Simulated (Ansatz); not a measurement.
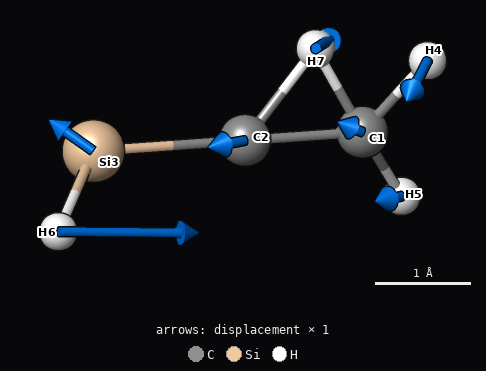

This is a relaxation of C2H4Si. The starting structure is drawn; blue arrows show the displacements, at their true length. The two geometries are superimposed by the best rigid fit.

A ball-and-stick model, seen at a tilt.

It is one of the separated reactants of a reaction.

All numbers below come from RKS PBE-D4/def2-SVP (Ansatz). (force threshold 0.03 eV/Å; at most 250 steps)

Atoms of which element are displaced furthest, and by how much?

Answer. Hydrogen: up to 1.64 Å, against 0.61 Å for silicon.

Describe the change and its energy.

Answer. Over 17 geometry steps the energy falls by 419.4 kJ/mol. The largest force component goes from 5.6 to 0.012 eV/Å. H6 moves most after the best rigid fit: 1.64 Å. By element the largest moves are H 1.64 Å, Si 0.61 Å, C 0.53 Å. Near-neighbour distances that change, for instance: C2–H6 2.752 → 1.140 Å, C2–H7 1.219 → 2.157 Å, Si3–H6 1.474 → 2.102 Å, C1–C2 1.304 → 1.494 Å. New bonds form, among them: C2–H6 (2.75 → 1.14 Å). Bonds break, among them: Si3–H6 (1.47 → 2.10 Å). Bond angles that change, for instance: C2–C1–H7 61.0° → 111.1°, H5–C1–H7 154.3° → 107.3°, H4–C1–H7 67.2° → 107.5°.
